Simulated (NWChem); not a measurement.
# PBE0/def2-SVPD run of AlCl2F (SMILES [F][Al]([Cl])[Cl]), part 1 of 2

What is the vertical singlet–triplet gap of AlCl2F at PBE0/def2-SVPD? 

The results are computed with NWChem 7.3.0.

5 further runs of the same task are left out: 4 that didn't finish, 1 set aside as unsound or not needed. Runs told in other sessions of the task aren't counted.

## 1. Starting point

AlCl2F: 4 atoms, total charge 0, spin state singlet. SMILES: `[F][Al]([Cl])[Cl]`. The coordinates come from a PBE0-D4/def2-TZVP relaxation.

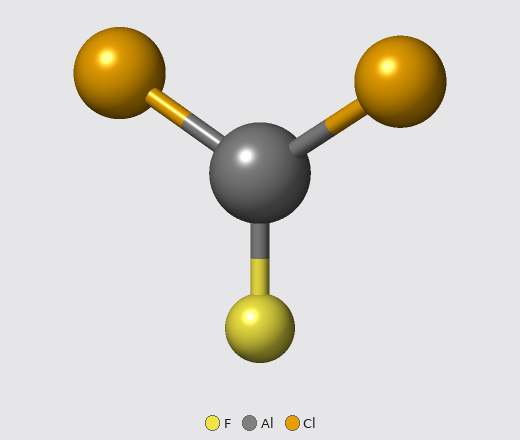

Viewed from a chosen angle; fluorine yellow, aluminium grey, chlorine amber.

## 2. Energy and gradient at PBE0/def2-SVPD

File input.nw:

```
start input
memory stack 880 mb heap 220 mb global 1100 mb

geometry noautosym nocenter noautoz
F     0.087420    0.388220    1.682350
Al    0.004800    0.021530    0.093600
Cl    1.223040   -1.463690   -0.663450
Cl   -1.315270    1.053930   -1.112510
end

basis "ao basis" spherical bse
* library def2-SVPD
end

dft
xc pbe0
grid fine
convergence energy 1e-08
iterations 100
mulliken
end

task dft gradient
```

On the command line:

```bash
nwchem input.nw > input.out
```

Log:

```text
Northwest Computational Chemistry Package (NWChem) 7.3.0
             --------------------------------------------------------

           Job information
           ---------------

    nwchem branch   = 7.3.0
    use scalapack   = T
    input           = input.nw
    prefix          = input.
    data base       = ./input.db
    status          = startup
    nproc           =        1

           Memory information
           ------------------

    heap     =     28835838 doubles =      220.0 Mbytes
    stack    =    115343355 doubles =      880.0 Mbytes
    global   =    144179200 doubles =     1100.0 Mbytes (distinct from heap & stack)
    total    =    288358393 doubles =     2200.0 Mbytes
    verify   = yes
    hardfail = no

           Directory information
           ---------------------

  0 permanent = .
  0 scratch   = .

                                NWChem Input Module
                                -------------------

 Scaling coordinates for geometry "geometry" by  1.889725989
 (inverse scale =  0.529177249)

                             Geometry "geometry" -> ""
                             -------------------------

 Output coordinates in angstroms (scale by  1.889725989 to convert to a.u.)

  No.       Tag          Charge          X              Y              Z
 ---- ---------------- ---------- -------------- -------------- --------------
    1 F                    9.0000     0.08742000     0.38822000     1.68235000
    2 Al                  13.0000     0.00480000     0.02153000     0.09360000
    3 Cl                  17.0000     1.22304000    -1.46369000    -0.66345000
    4 Cl                  17.0000    -1.31527000     1.05393000    -1.11251000

      Atomic Mass
      -----------

      F                 18.998400
      Al                26.981540
      Cl                34.968850

 Effective nuclear repulsion energy (a.u.)     244.2953794460

            Nuclear Dipole moment (a.u.)
            ----------------------------
        X                 Y               Z
 ---------------- ---------------- ----------------
    -1.3582027598    -6.0320998418   -26.1412787986

            XYZ format geometry
            -------------------
     4
 geometry
 F                     0.08742000     0.38822000     1.68235000
 Al                    0.00480000     0.02153000     0.09360000
 Cl                    1.22304000    -1.46369000    -0.66345000
 Cl                   -1.31527000     1.05393000    -1.11251000

 ==============================================================================
                                internuclear distances
 ------------------------------------------------------------------------------
       center one      |      center two      | atomic units |  angstroms
 ------------------------------------------------------------------------------
    2 Al               |   1 F                |     3.08518  |     1.63261
    3 Cl               |   2 Al               |     3.90177  |     2.06473
    4 Cl               |   2 Al               |     3.90179  |     2.06474
 ------------------------------------------------------------------------------
                         number of included internuclear distances:          3
 ==============================================================================

 ==============================================================================
                                 internuclear angles
 ------------------------------------------------------------------------------
        center 1       |       center 2       |       center 3       |  degrees
 ------------------------------------------------------------------------------
    1 F                |   2 Al               |   3 Cl               |   119.24
    1 F                |   2 Al               |   4 Cl               |   119.24
    3 Cl               |   2 Al               |   4 Cl               |   121.51
 ------------------------------------------------------------------------------
                            number of included internuclear angles:          3
 ==============================================================================

 Summary of "ao basis" -> "" (spherical)
 ------------------------------------------------------------------------------
       Tag                 Description            Shells   Functions and Types
 ---------------- ------------------------------  ------  ---------------------
 *                         def2-SVPD                  on all atoms

                                 NWChem DFT Module
                                 -----------------

                      Basis "ao basis" -> "ao basis" (spherical)
                      -----
  [basis functions not shown]

 Summary of "ao basis" -> "ao basis" (spherical)
 ------------------------------------------------------------------------------
       Tag                 Description            Shells   Functions and Types
 ---------------- ------------------------------  ------  ---------------------
 F                         def2-SVPD                 9       23   4s3p2d
 Al                        def2-SVPD                10       24   5s3p2d
 Cl                        def2-SVPD                11       27   5s4p2d

 Summary of "ao basis" -> "ao basis" (spherical)
 ------------------------------------------------------------------------------
       Tag                 Description            Shells   Functions and Types
[... 7 lines left out ...]
  convergence criterion.
[... 1 line left out ...]
  convergence criterion.
[... 15 lines left out ...]
          Convergence on energy requested:  1.00D-08
          Convergence on density requested:  1.00D-05
          Convergence on gradient requested:  5.00D-04
[... 21 lines left out ...]
          Spatial weights used:  Erf1
[... 1 line left out ...]
          Convergence Information
[... 1 line left out ...]
          Convergence aids based upon iterative change in
          total energy or number of iterations.
[... 54 lines left out ...]
   convergence    iter        energy       DeltaE   RMS-Dens  Diis-err    time
[... 11 lines left out ...]
         Total DFT energy =    -1261.955500230758
      One electron energy =    -2233.451525009379
           Coulomb energy =      812.404403120139
    Exchange-Corr. energy =      -85.203757787469
 Nuclear repulsion energy =      244.295379445950
[... 5 lines left out ...]
                       DFT Final Molecular Orbital Analysis
[... 726 lines left out ...]
     ---------------------------------------------
      Total Density - Mulliken Population Analysis
     ---------------------------------------------

    Atom       Charge   Shell Charges
 -----------   ------   -------------------------------------------------------
    1 F    9     9.61   1.99  1.13  0.81  0.01  3.34  2.07  0.24  0.00  0.02
    2 Al  13    11.22   2.00  1.98  0.64 -0.35  0.01  5.92  0.75 -0.03  0.35 -0.05
    3 Cl  17    17.59   2.00  1.98  1.27  0.68  0.09  5.93  2.15  3.17  0.28  0.01  0.03
    4 Cl  17    17.59   2.00  1.98  1.27  0.68  0.09  5.93  2.15  3.17  0.28  0.01  0.03

     -------------------------------------------
      Total Density - Lowdin Population Analysis
     -------------------------------------------

    Atom       Charge   Shell Charges
 -----------   ------   -------------------------------------------------------
    1 F    9     9.46   1.98  0.99  0.68  0.13  3.20  2.05  0.33  0.00  0.10
    2 Al  13    12.50   2.00  1.87  0.29  0.10  0.06  5.80  0.85  0.45  0.62  0.45
    3 Cl  17    17.02   2.00  1.96  0.99  0.64  0.13  5.82  2.25  2.80  0.34  0.01  0.08
    4 Cl  17    17.02   2.00  1.96  0.99  0.64  0.13  5.82  2.25  2.80  0.34  0.01  0.08

 center of mass
 --------------
 x =  -0.02339098 y =  -0.10388430 z =  -0.45020229

 moments of inertia (a.u.)
 ------------------
         794.152757498554         394.619609399458         -90.197885046910
         394.619609399458         782.170224788438         -13.930717172895
         -90.197885046910         -13.930717172895         818.537690800802

     Multipole analysis of the density
     ---------------------------------

     L   x y z        total         alpha         beta         nuclear
     -   - - -        -----         -----         ----         -------
     0   0 0 0     -0.000000    -28.000000    -28.000000     56.000000

     1   1 0 0     -0.009959      0.674122      0.674122     -1.358203
[... 8 lines of this table left out ...]
     2   0 0 2    -34.593064   -113.911607   -113.911607    193.230151

            General Information
            -------------------
          SCF calculation type: DFT
          Wavefunction type:  closed shell.
          No. of atoms     :     4
          No. of electrons :    56
           Alpha electrons :    28
            Beta electrons :    28
          Charge           :     0
          Spin multiplicity:     1
          Use of symmetry is: off; symmetry adaption is: off
          Maximum number of iterations: 100
          AO basis - number of functions:   101
                     number of shells:    41
          Convergence on energy requested:  1.00D-08
          Convergence on density requested:  1.00D-05
          Convergence on gradient requested:  5.00D-04

              XC Information
              --------------
                         PBE0 Method XC Functional
                     Hartree-Fock (Exact) Exchange  0.250
          PerdewBurkeErnzerhof Exchange Functional  0.750
            Perdew 1991 LDA Correlation Functional  1.000 local
           PerdewBurkeErnz. Correlation Functional  1.000 non-local

             Grid Information
             ----------------
          Grid used for XC integration:  fine
          Radial quadrature: Mura-Knowles
          Angular quadrature: Lebedev.
          Tag              B.-S. Rad. Rad. Pts. Rad. Cut. Ang. Pts.
          ---              ---------- --------- --------- ---------
          F                   0.50       70          12.0       590
          Al                  1.25      123          12.0       770
          Cl                  1.00      123          13.0       770
          Grid pruning is: on
          Number of quadrature shells:   439
          Spatial weights used:  Erf1

          Convergence Information
          -----------------------
          Convergence aids based upon iterative change in
          total energy or number of iterations.
          Levelshifting, if invoked, occurs when the
          HOMO/LUMO gap drops below (HL_TOL):  1.00D-02
          DIIS, if invoked, will attempt to extrapolate
          using up to (NFOCK): 10 stored Fock matrices.

                    Damping( 0%)  Levelshifting(0.5)       DIIS
                  --------------- ------------------- ---------------
          dE  on:    start            ASAP                start
          dE off:    2 iters        100 iters           100 iters

      Screening Tolerance Information
      -------------------------------
          Density screening/tol_rho:  1.00D-11
          AO Gaussian exp screening on grid/accAOfunc:  18
          CD Gaussian exp screening on grid/accCDfunc:  20
          XC Gaussian exp screening on grid/accXCfunc:  20
          Schwarz screening/accCoul:  1.00D-09

                            NWChem DFT Gradient Module
                            --------------------------

  charge          =   0.00
  wavefunction    = closed shell

                         DFT ENERGY GRADIENTS

    atom               coordinates                        gradient
                 x          y          z           x          y          z
   1 F       0.165200   0.733629   3.179181   -0.000875  -0.003893  -0.016877
   2 Al      0.009071   0.040686   0.176878    0.000539   0.002406   0.010456
   3 Cl      2.311210  -2.765973  -1.253739   -0.003780   0.004659   0.002512
   4 Cl     -2.485500   1.991639  -2.102339    0.004116  -0.003173   0.003909

                 ----------------------------------------
                 |  Time  |  1-e(secs)   |  2-e(secs)   |
                 ----------------------------------------
                 |  CPU   |       0.01   |       4.87   |
                 ----------------------------------------
                 |  WALL  |       0.01   |       4.87   |
                 ----------------------------------------

 Task  times  cpu:       22.0s     wall:       22.0s
 Total times  cpu:       22.0s     wall:       22.0s
```

It took 23 s on 1 thread of Intel Xeon Platinum 8375C at 2.90GHz (Ice Lake), shared host; peak memory 0.12 GiB.

(Continued in part 2 of 2.)
